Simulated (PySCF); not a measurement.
**Run report: SF4, single-point calculation**

SF4, computed with r2SCAN/6-311+G**, RKS (PySCF 2.14.0).

The geometry comes from this level: PBE0-D4/def2-TZVP.

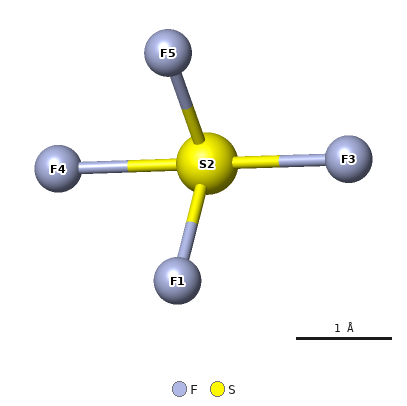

*The input geometry (ball-and-stick view, seen at a tilt; atoms are numbered from 1 in the order of the input).*

**Summary**

| quantity | value |
| --- | --- |
| outcome | converged |
| total energy | −797.422524 hartree |
| basis functions | 118 |
| HOMO | −8.92 eV |
| LUMO | −3.27 eV |
| dipole moment | 0.81 D |
| hardware | 1 thread of Intel Xeon @ 2.70GHz, 189 GiB of memory available, shared host |
| wall time | 39 s |
| peak memory | 0.68 GiB |

**Input file (job.py)**
```python
# FS(F)(F)F
from pyscf import gto, dft

mol = gto.Mole()
mol.atom = [
    ('F', (-0.561200, -0.228000, 1.172800)),
    ('S', (0.064000, -0.357400, -0.243000)),
    ('F', (1.536700, -0.462000, 0.491400)),
    ('F', (-1.440100, -0.077300, -0.858200)),
    ('F', (0.400600, 1.124600, -0.563100)),
]
mol.basis = '6-311+g**'
mol.max_memory = 1860
mol.verbose = 3
mol.build()

ks = dft.RKS(mol, xc='r2scan')
ks.conv_tol = 1e-10
ks.grids.level = 5
ks.kernel()
if not ks.converged:
    ks = ks.newton().run(ks.mo_coeff, ks.mo_occ)

etot = ks.e_tot
print('E(%s) = %.9f' % ('R2SCAN', etot))
```

Launch command:
```bash
OMP_NUM_THREADS=1 python job.py
```

**Output**
```
converged SCF energy = -797.422523570203
E(R2SCAN) = -797.422523570
```

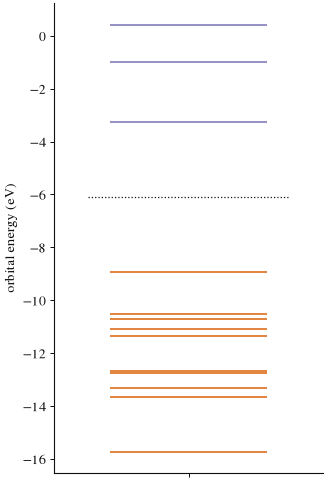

*Orbital energies near the frontier; the dotted line parts filled from empty levels, and levels within 0.02 eV of each other stand side by side.*

Highest filled −8.92 eV, lowest empty −3.27 eV, 5.65 eV apart.
